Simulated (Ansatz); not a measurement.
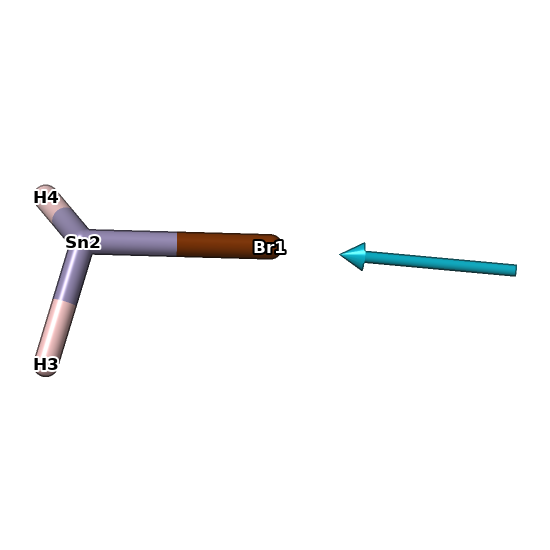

The arrow beside the molecule shows the direction of the dipole moment, from the negative to the positive end (its length means nothing). The species is neutral and a spin doublet. The geometry was computed by an optimisation with PBE0-D4/def2-TZVP. No frequency run is at hand to confirm it as a minimum. Method: UKS PBE0-D4/def2-TZVP, core potentials on Sn (Ansatz 0.2.0).

Q: Estimate the dipole moment.

A: 2.27 D; it points from the side of Br1 to the side of H3, H4 (the outermost atoms at the two ends).
